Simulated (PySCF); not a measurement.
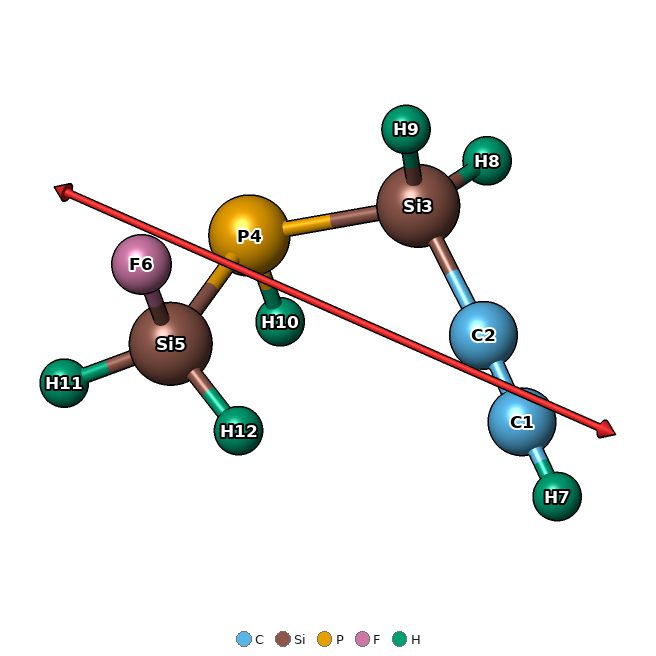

The double arrow shows the direction of the transition dipole to excited singlet state 2 (its length means nothing). The geometry was computed by an optimisation with GFN2-xTB. No frequency run is at hand to confirm it as a minimum. Method: TDDFT B3LYP/def2-SVPD, vertical, gas phase, core orbitals frozen in the response (PySCF 2.14.0).

Question: Where does the transition lie, and how strong is it?

Answer: 5.76 eV (215 nm), oscillator strength 0.10, mainly HOMO → LUMO+1 (weight 0.60); transition dipole 2.18 D.

The geometry is semi-empirical. Around P, Si such bond lengths and angles can be off by a tenth of an ångström or more and by several degrees, and values that hang on the shape move with them.
